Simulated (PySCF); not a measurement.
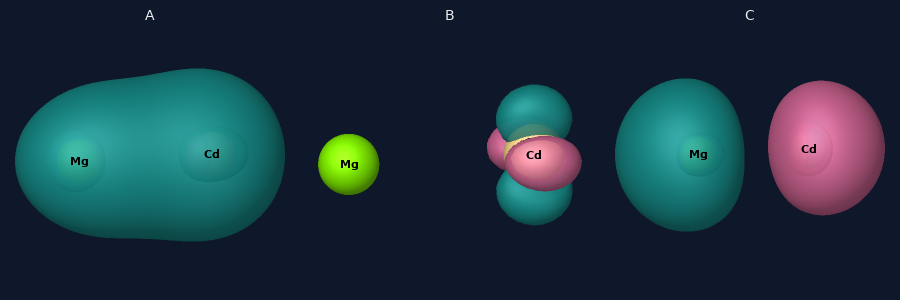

MgCd (charge +1, doublet). Three frontier α-spin orbitals, each drawn at the value that holds 80 % of its norm (teal and pink are the two phases), in no order; of a degenerate pair one member is drawn.

Core potentials replace the inner electrons of Cd.

These are results of PBE0/cc-pVDZ(-PP), non-relativistic Hamiltonian with scalar-relativistic core potentials where named, at a bond length of 2.933 Å in PySCF 2.14.0, not measurements.

Question: Name the orbitals and rank them from lowest to highest energy.

Answer: Orbital B: δ, occupied in this spin, −19.71 eV; almost wholly on Cd.
Orbital A: σ, occupied in this spin, −12.89 eV; shared between the atoms (Mg 40 %, Cd 60 %).
Orbital C: σ, occupied in this spin, −10.49 eV; shared between the atoms (Mg 65 %, Cd 35 %).
